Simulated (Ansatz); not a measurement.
# C2H5AlFGa: trial inputs and their diagnosis

3 inputs were typed for C2H5AlFGa. Each is run as it stands; the log then has to tell whether the result can be used.

The runs use Ansatz 0.2.0, Gaussian basis; the settings change from run to run.

**1. The molecule**

The geometry comes from an earlier relaxation with PBE0-D4 in a triple-zeta def2 set; it is a stationary point, not always the lowest conformer.

10 atoms, charge 0, spin multiplicity 1.

Atoms are counted from 1 here; the program's logs count them from 0.

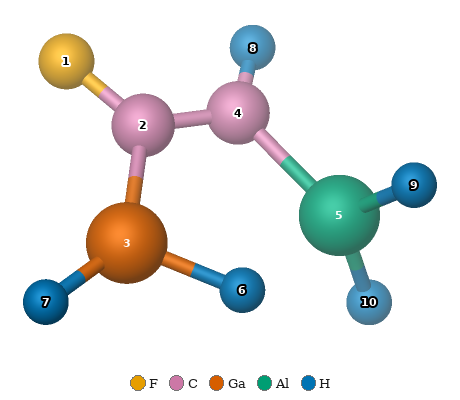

The geometry (fluorine amber, carbon pink, gallium orange, aluminium teal, hydrogen blue); atoms are numbered from 1 in the order of the file.

**2. Input 1**

in.yaml reads:

```yaml
crystal:
  periodic: [false, false, false]
  atoms:
    - {symbol: F, position_ang: [0.177048, -2.495803, 0.225396]}
    - {symbol: C, position_ang: [0.111113, -1.258472, 0.120472]}
    - {symbol: Ga, position_ang: [1.478758, -0.173458, 0.431616]}
    - {symbol: C, position_ang: [-0.914454, -0.670414, -0.213014]}
    - {symbol: Al, position_ang: [-0.815899, 1.150556, -0.311252]}
    - {symbol: H, position_ang: [0.872735, 1.186626, 0.168700]}
    - {symbol: H, position_ang: [2.851411, -0.179381, 0.816805]}
    - {symbol: H, position_ang: [-1.725798, -1.232281, -0.405494]}
    - {symbol: H, position_ang: [-1.366744, 1.921196, 0.803747]}
    - {symbol: H, position_ang: [-0.668160, 1.751432, -1.636985]}
basis:
  gaussian: {orbitals: def2-mTZVPP}
total_charge: -1
magnetization: {spin_polarized: true, initial_magnetization: 2}
hamiltonian: {xc: {name: revPBE0}, dispersion: d3bjatm}
accuracy: high
```

The run is started by

```bash
$ ansatz run in.yaml --threads 4 --pin off --events-out ev --progress --plain --max-ram 10444MiB
```

The program printed:

```text
Error: a molecule whose nuclei and cores have a total charge of 70 cannot have a net charge of -1 together with 2 unpaired electrons
```

Wall time 0.05 s (4 threads of Intel Xeon 6975P-C, shared host).

Diagnosis: The program refused the input. The number of unpaired electrons doesn't fit the electron count. Its coordinates are also moved off the relaxed structure (shortest distance 1.01 Å, against 1.09 Å), and have to be restored too. Fix: make charge and initial_magnetization agree: an even electron count takes an even number of unpaired electrons.

**3. Input 2**

in.yaml reads:

```yaml
crystal:
  periodic: [false, false, false]
  atoms:
    - {symbol: F, position_ang: [0.092969, -2.848663, 0.168308]}
    - {symbol: C, position_ang: [0.205686, -1.454623, 0.289623]}
    - {symbol: Ga, position_ang: [1.606495, -0.059298, 0.442698]}
    - {symbol: C, position_ang: [-0.965135, -0.753562, -0.295540]}
    - {symbol: Al, position_ang: [-1.008880, 1.153030, -0.517634]}
    - {symbol: H, position_ang: [0.965569, 1.366160, 0.299599]}
    - {symbol: H, position_ang: [3.236496, -0.037075, 0.796362]}
    - {symbol: H, position_ang: [-1.747121, -1.158514, -0.286099]}
    - {symbol: H, position_ang: [-1.560241, 2.012395, 0.852980]}
    - {symbol: H, position_ang: [-0.729962, 1.912298, -1.807203]}
basis:
  gaussian: {orbitals: "6-31G*"}
magnetization: {spin_polarized: true, initial_magnetization: 0}
hamiltonian: {xc: {name: B97}}
accuracy: high
scf: {lower_state_search: light}
relax: {f_tol: 0.001, max_steps: 1}
output: {forces: true}
```

Launched as before.

The program printed:

```text
Functional definition: B97
  name "B97"
  cite "Becke, J. Chem. Phys. 107, 8554 (1997) doi:10.1063/1.475007"
  parameter cx = 0.1943
  parameter cx0 = 0.8094
  parameter cx1 = 0.5073
  parameter cx2 = 0.7481
  parameter css0 = 0.1737
  parameter css1 = 2.3487
  parameter css2 = -2.4868
  parameter cos0 = 0.9454
  parameter cos1 = 0.7471
  parameter cos2 = -4.5961
  exchange = spin_sum(e_x_unif_s*poly(b97_u_x, cx0, cx1, cx2)) + cx*exact_x
  correlation = spin_sum(e_c_pw_same_spin*poly(b97_u_same, css0, css1, css2))
      + integral(e_c_pw_opposite_spin*poly(b97_u_opposite, cos0, cos1, cos2))
2496 factors; integrals over basis functions are off by at most 3.0e-9 eV
mean field evaluation 1: about -63823.2306 eV, gradient 3.8e1 eV
mean field evaluation 2: about -63807.5308 eV, gradient 6.0e1 eV
mean field evaluation 4: about -63830.0918 eV, gradient 4.0e0 eV
mean field evaluation 8: about -63830.2054 eV, gradient 4.4e-1 eV
mean field evaluation 16: about -63830.2062 eV, gradient 1.6e-5 eV
mean field -63830.20617901 eV, -2345.7168114109 hartree, gradient 1.1e-8 eV, S^2 0.000000; 1 other end points of the search recorded, 0 dependent functions left out
the calculation of the forces begins
reference -63830.20618235 eV, -2345.7168115338 hartree; 35, 35 occupied and 74, 74 virtual orbitals, 2496 factors
relax step   1: F+E_penalty+E_count = -63830.20617901 eV  Δ(F+E_penalty+E_count) = +0.000e0 eV  max|allowed force component| = 1.529e1 eV/Å  Δτ_max = 0.0000 Å  (43 SCF iters, accepted)
Error: geometry relaxation did not converge after 1 steps: max|allowed force component| = 1.53e1 eV/Å (threshold 1.0e-3). Raise `relax.max_steps` over both its present limit and 1, loosen `relax.f_tol`, or start from a geometry closer to equilibrium. Where this run's directory can be resumed (`checkpoint.write`), a resume goes on for up to `relax.max_steps` more
```

It took 13 s on 4 threads of Intel Xeon 6975P-C, shared host; peak memory 1.4 GiB.

Diagnosis: It stopped unconverged. The relaxation is allowed too few steps for its threshold. The start was also shaken off the relaxed geometry, so there is far to go. To mend it, raise relax.max_steps.

**4. Input 3**

in.yaml reads:

```yaml
crystal:
  periodic: [false, false, false]
  atoms:
    - {symbol: F, position_ang: [0.067461, -2.751162, 0.227511]}
    - {symbol: C, position_ang: [0.106416, -1.395485, 0.148179]}
    - {symbol: Ga, position_ang: [1.651833, -0.174298, 0.397349]}
    - {symbol: C, position_ang: [-1.009814, -0.703136, -0.342792]}
    - {symbol: Al, position_ang: [-0.736768, 1.149084, -0.367087]}
    - {symbol: H, position_ang: [1.029328, 1.338233, 0.129627]}
    - {symbol: H, position_ang: [3.071817, -0.267942, 0.974321]}
    - {symbol: H, position_ang: [-1.938986, -1.477809, -0.396524]}
    - {symbol: H, position_ang: [-1.594130, 2.114815, 0.817010]}
    - {symbol: H, position_ang: [-0.735005, 2.058231, -1.824656]}
basis:
  gaussian: {orbitals: aug-pcseg-2}
magnetization: {spin_polarized: true, initial_magnetization: 1}
hamiltonian: {xc: {name: B97}}
```

The command is unchanged.

The program printed:

```text
Error: a molecule whose nuclei and cores have a total charge of 70 cannot have a net charge of 0 together with 1 unpaired electrons
```

Run time: 0.05 s. Hardware: 4 threads of Intel Xeon 6975P-C, shared host.

What is wrong: The program refused the input. The number of unpaired electrons doesn't fit the electron count. Its coordinates are also moved off the relaxed structure (shortest distance 1.21 Å, against 1.09 Å), and have to be restored too. Cure: make charge and initial_magnetization agree: an even electron count takes an even number of unpaired electrons.

**5. How the tries ended**

```
input                level          ended                                                            cause    time
    1  revPBE0/def2-mTZVPP        refused  the number of unpaired electrons doesn't fit the electron count  0.05 s
    2           B97/6-31G*  not converged        the relaxation is allowed too few steps for its threshold    13 s
    3      B97/aug-pcseg-2        refused  the number of unpaired electrons doesn't fit the electron count  0.05 s
```

In words: 2 refused, 1 not converged. A refusal costs next to no computing time.
